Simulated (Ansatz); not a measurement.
The starting structures come from a database of crystals and need not be the phases stable at ambient conditions.

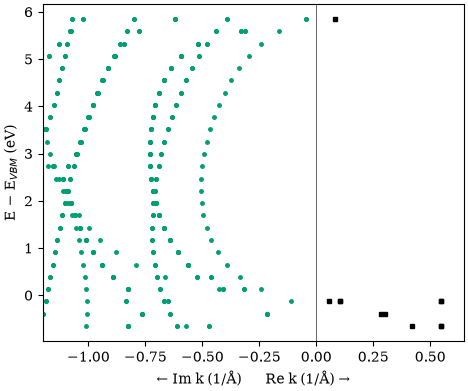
Figure. Complex bands at the centre of the two-dimensional zone; r2SCAN run with Ansatz (a quantum-chemistry and plane-wave program)

The gap is the functional's own. No spin-orbit coupling. Mid-gap values are interpolated on the energy grid.

### Question
This is Na2WO4 (Fd-3m, spinel, not sure to be the ambient phase, 14 atoms a cell, 13.3 Å³ an atom) along the normal of (111). Read off the slowest decay at the centre of the two-dimensional zone at 2.73 eV, the computed energy nearest the middle of the gap.

### Answer
κ ≈ 0.50 1/Å, a decay length 1/(2κ) of the density of 1.00 Å.
